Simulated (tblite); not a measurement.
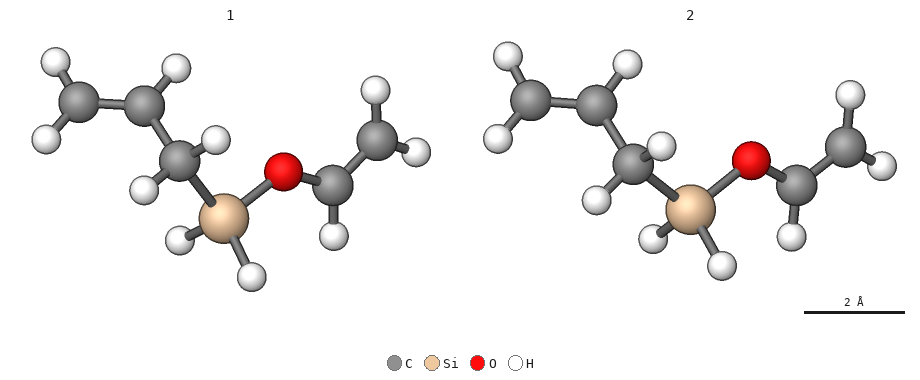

Two geometries of C5H10OSi, drawn at one scale. One is the start of a relaxation, the other its converged end. A ball-and-stick model, seen at a tilt.

The calculation used tblite 0.8.0, GFN2-xTB geometry optimisation, gas phase. 

Q: Which geometry has the lower energy?

A: Structure 1 is the relaxed one. The energy falls by 0.170 eV in 68 geometry steps. The largest move after the best rigid fit is that of an H atom, 0.39 Å. Largest moves by element: H 0.39 Å, O 0.27 Å, C 0.26 Å, Si 0.22 Å. Near-neighbour distances that change, for instance: O–Si 1.669 → 1.628 Å, C–C 1.520 → 1.488 Å, C–Si 1.875 → 1.901 Å, H–Si 1.492 → 1.467 Å. Among the angles between lasting bonds that change: Si–O–C 120.1° → 131.0°, C–Si–O 112.4° → 103.0°, C–C–Si 115.0° → 111.5°.
